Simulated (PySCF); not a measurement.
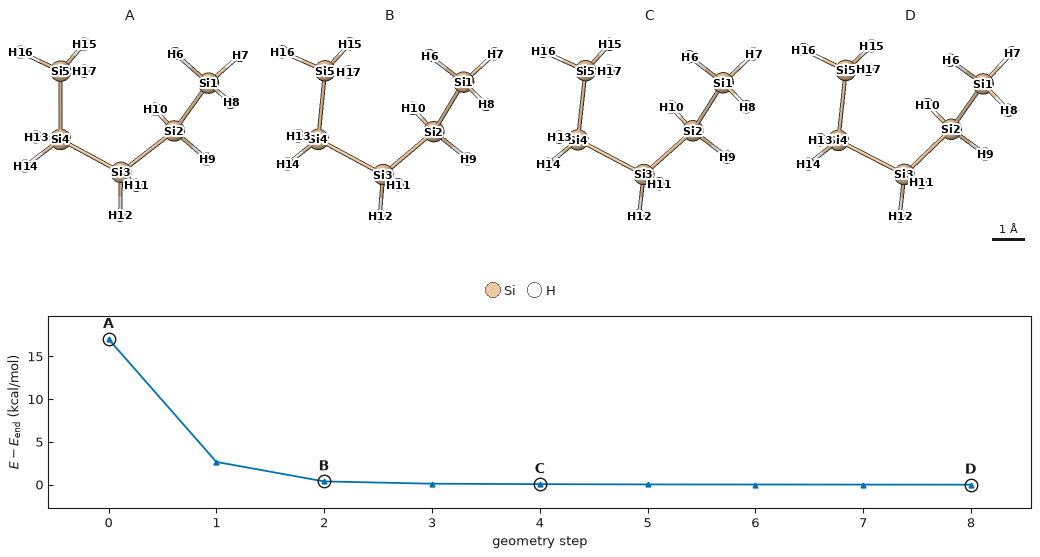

Frames of a relaxation of Si5H12, marked on the history of the run. The picture is a ball-and-stick view, seen from a free direction.

The start comes from GFN2-xTB. Its atoms were then displaced at random by about 0.03 Å.

The calculation used PySCF, PBE0-D3(BJ)/def2-SVP geometry optimisation, gas phase. 

What happens along the run?

Answer. The atom that moves furthest after the best rigid fit is H6 (0.36 Å). Largest moves by element: H 0.36 Å, Si 0.24 Å. Among the contacts that change: Si3–Si4 2.175 → 2.344 Å, Si4–H14 1.603 → 1.497 Å, Si1–H6 1.565 → 1.494 Å, Si1–Si2 2.278 → 2.345 Å. Bond angles that change, for instance: H13–Si4–H14 95.4° → 108.2°, H11–Si3–H12 99.0° → 108.3°, Si1–Si2–Si3 117.6° → 108.5°. Over 8 geometry steps the energy falls by 17.0 kcal/mol. From step 0 to 2: H6 moves most (0.20 Å), energy −16.7 kcal/mol. From step 2 to 4: H6 moves most (0.09 Å), energy −0.32 kcal/mol. From step 4 to 8: H6 moves most (0.20 Å), energy −0.06 kcal/mol.
